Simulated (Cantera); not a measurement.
Charge: 1 mol CH₂F₂, 0.084 mol H₂, equilibrated at 0.100 bar.

These are equilibrium values from Cantera (NASA tables, ideal gas, pure condensed phases), not measurements of a reactor. Candidate condensed phases: C, C₆H₆, C₇H₈, C₈H₁₈; 95 gas species. Rates play no part.

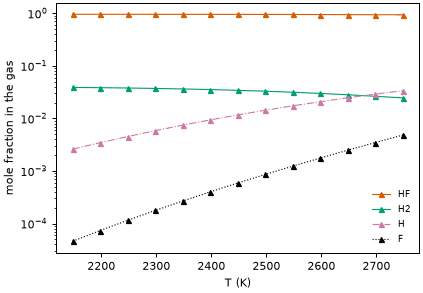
Fig. 1. Equilibrium gas composition (values under 1e-9 drawn at 1e-9)

**Question.** Read off the mole fractions at 2148 K.

**Answer.** HF about 0.96, H₂ about 0.039, H about 0.0026, F about 4.6e-5.
